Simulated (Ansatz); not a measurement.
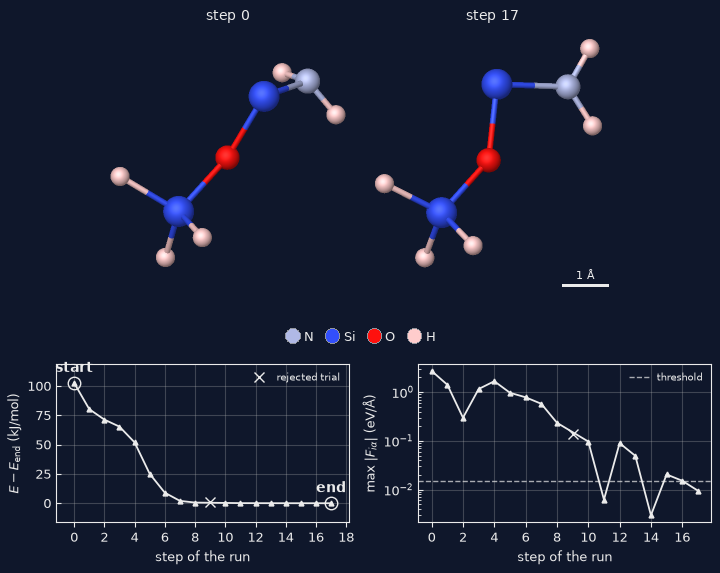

First and last geometry of a relaxation of Si2NH5O, with the history of the run. A ball-and-stick model, seen from a free direction.

The run prepares an end point of a later path (inversion) calculation, from a guessed geometry.

Computed with RKS B3LYP-D4/def2-SVP in Ansatz 0.2.0. Settings: no spin polarisation; force threshold 0.015 eV/Å; at most 40 steps.

**What do the curves and the structures tell?**

It converged. The atom that moves furthest after the best rigid fit is an H atom (1.15 Å). Largest moves by element: H 1.15 Å, Si 1.02 Å, N 0.20 Å, O 0.11 Å. Near-neighbour distances that change, for instance: N–Si 1.664 → 1.721 Å, O–Si 1.635 → 1.689 Å, H–Si 1.527 → 1.494 Å, O–Si 1.693 → 1.662 Å. Bond angles that change, for instance: Si–N–H 112.1° → 122.6°, Si–N–H 114.2° → 124.6°, H–N–H 105.3° → 112.8°. Groups turn about O–Si by about 65°. Over 16 accepted moves (17 points after the start) the energy falls by 102.6 kJ/mol. The largest force component goes from 2.7 to 0.0095 eV/Å. The line search rejected the trial step at point 9 of the run. The forces were under the threshold at step 11, but the run went on from there. The run took 60 s on 1 thread of Arm Neoverse V1, on a shared host, peak memory 0.17 GiB.
